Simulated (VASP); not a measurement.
Band structure of Au₂S (space group Pn-3m). Computed with PBEsol GGA, VASP's PBE PAW potentials (set 64) (plane waves; VASP).

Unless said otherwise, spin-orbit coupling is left out, though it shifts the bands of the heavy elements here.

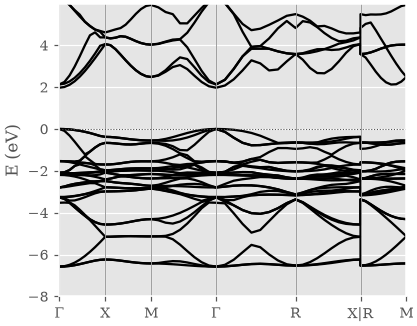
Figure. Bands along high-symmetry lines, zero at the valence-band maximum or, without a gap, the Fermi level

Problem. Read the plot: is there a gap, and where are the band edges?

Solution. The gap is direct, 1.97 eV, from the valence maximum at Γ to the conduction minimum at Γ.

The structure comes from a computed database's Au2S entry (Pn-3m); how it stands against other phases isn't given here. The cell was not relaxed at this level.
